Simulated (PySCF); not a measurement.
**CH3Cl3Sn, SMILES `C[Sn](Cl)(Cl)Cl`: what the electrons do**

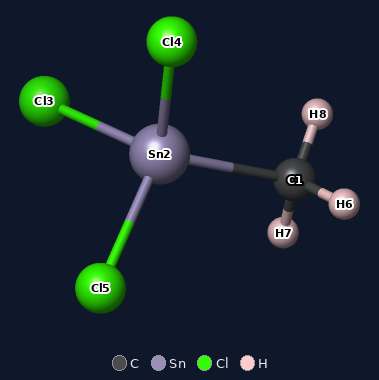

The molecule, with its atoms numbered as below. No frequency check shows the geometry to be a minimum.

Geometry (Å), atoms numbered from 1:

```
C1       0.0057   -0.0024    2.4388
Sn2      0.0005    0.0000    0.2206
Cl3     -1.2197    1.7722   -0.6630
Cl4     -0.9277   -1.9401   -0.6651
Cl5      2.1427    0.1688   -0.6692
H6       0.5923   -0.8499    2.7632
H7       0.4523    0.9292    2.7641
H8      -1.0248   -0.0812    2.7662
```

### 1. Bonding charge

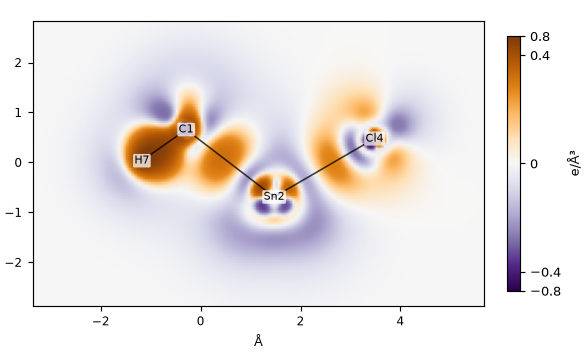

Deformation density (molecule less spherical, spin-averaged free atoms) in the plane of C1, Sn2, Cl4 and H7; colour scale in e/Å³, logarithmic beyond ±0.1; orange: gain, purple: loss.

PySCF calculation, PBE0/def2-TZVP, gas phase; geometry: GFN2-xTB. Core potentials replace the inner electrons of Sn; spin–orbit coupling isn't included.

Question: How much density has each bond in this plane gained at its critical point, relative to the free atoms?

Answer: C1–H7: +0.72 e/Å³ at the bond critical point (bond length 1.08 Å, Mayer order 0.9). C1–Sn2: +0.16 e/Å³ at the bond critical point (bond length 2.22 Å, Mayer order 0.9). Sn2–Cl4: +0.07 e/Å³ at the bond critical point (bond length 2.33 Å, Mayer order 1.0). In all, 1.8 electrons gather in the regions of gain relative to the promolecule. A small or negative value marks a very polar bond, one between electron-rich atoms, whose free-atom densities already overlap strongly, a long bond to a heavier atom, or a closed-shell contact such as a hydrogen bond.

Question: Where do the Hirshfeld charges lie?

Answer: The highest Hirshfeld charge is on Sn2 (+0.55 e), the lowest on Cl3, Cl4 and Cl5 (−0.18 e).

| atom | charge (e) |
| --- | --- |
| C1 | −0.18 |
| Sn2 | +0.55 |
| Cl3 | −0.18 |
| Cl4 | −0.18 |
| Cl5 | −0.18 |
| H6 | +0.06 |
| H7 | +0.06 |
| H8 | +0.06 |

### 2. Bond critical points

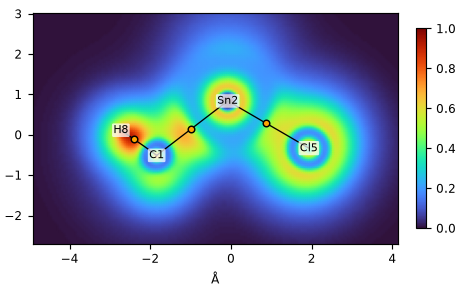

Localised orbital locator (LOL) in the plane of C1, Sn2, Cl5 and H8, with bond paths and bond critical points (dots).

Question: Rank the bonds in the plane by LOL at their critical points.

Answer: C1–H8: about 0.89; C1–Sn2: about 0.54; Sn2–Cl5: about 0.41. Values above 0.5 mark slow, localised electrons, as in shared pairs; low values at a critical point mark a polar or closed-shell contact whose critical point lies between the shells.

Question: Where along C1–H8 does the critical point lie?

Answer: 0.70 Å from C1 and 0.38 Å from H8.

### 3. Local ionisation energy

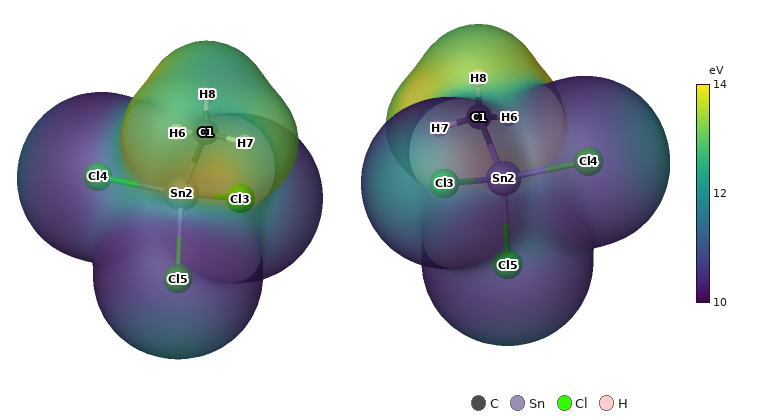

Average local ionisation energy on the surface of electron density 0.001 a.u. (back view left, front view right).

Question: Where are the most loosely bound electrons on this surface?

Answer: The lowest value is 10.3 eV, 2.1 Å from Cl4, and at like points elsewhere. Further minima include 10.3 eV, 2.1 Å from Cl3, and at like points elsewhere. For comparison, the highest occupied orbital lies at −9.0 eV.

### 4. In an electric field

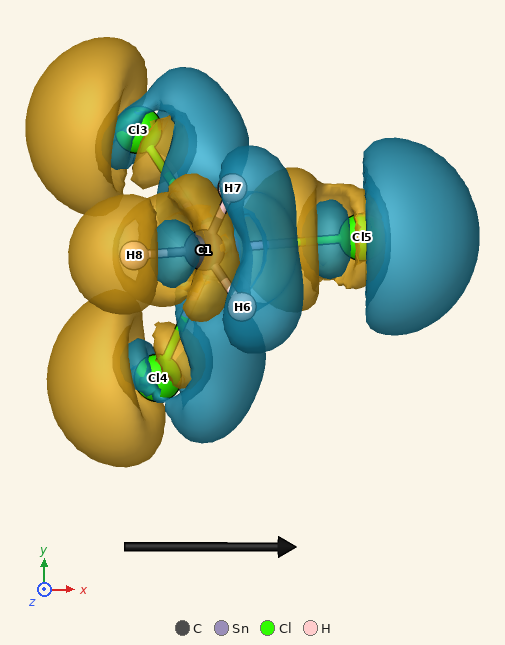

Change of the electron density in a uniform field of 0.21 V/Å along +x (arrow), surfaces at ±0.001 e/Å³ (yellow: gain, teal: loss).

PySCF calculation, PBE0/def2-TZVP, gas phase; geometry: GFN2-xTB. Core potentials replace the inner electrons of Sn; spin–orbit coupling isn't included. A basis without diffuse functions makes polarisabilities too small.

Question: What dipole is induced, and what polarisability does it imply?

Answer: The induced dipole is 0.88 D (along the field); α along this axis, from the fields in both directions, is 86 bohr³ (12.8 Å³).

Question: Which atoms gain and lose the most charge?

Answer: Electrons gather most on Cl3 (Hirshfeld charge changes by −0.014 e) and leave Cl5 most (+0.025 e); 0.072 electrons are displaced in all.

The PySCF runs shown took 22 s and 52 s on 1 thread of Intel(R) Xeon(R) Platinum 8488C (Sapphire Rapids), on a shared host.
